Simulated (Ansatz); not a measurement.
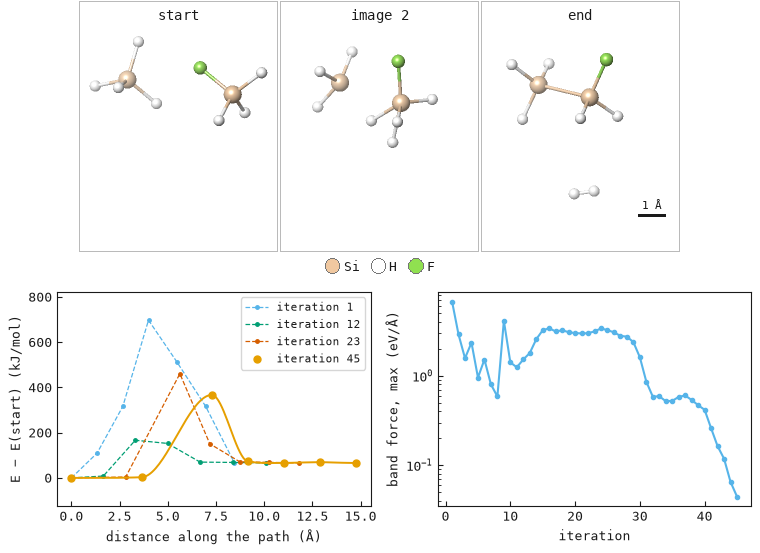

NEB run on Si2H7F, made up at the start of SiH₃F and SiH₄. Images are numbered from 0 (start) to 6 (end). The plot follows the band through its iterations. Style: ball-and-stick. Shown from a free direction.

The calculation used Ansatz 0.2.0, RHF/def2-SVP. Set-up: 5 movable images; climbing image; force threshold 0.05 eV/Å; iteration limit 60; starting path through a guess of the saddle point.

How did the profile develop, and is the result final?

The run is converged, with reservations. The band converged in 45 iterations. The largest component of the band force went from 6.8 to 0.045 eV/Å. The climbing image converged on the top of the path. Its vibrational analysis gives one imaginary mode (1701i cm⁻¹), as a transition state must have. The first iteration put the highest image at 697.3 kJ/mol. The highest point, image 2, lies 366.8 kJ/mol above the start and 300.6 kJ/mol above the end; the end is at +66.2 kJ/mol relative to the start.

Limits of the set-up: the start holds two separate molecules, 3.1 Å apart at their closest, whose relative position is a soft coordinate and is computed without a dispersion correction; Hartree-Fock leaves out electron correlation.

Cost: 4.2 min on 1 thread of Arm Neoverse V1, on a shared host, peak memory 0.15 GiB.
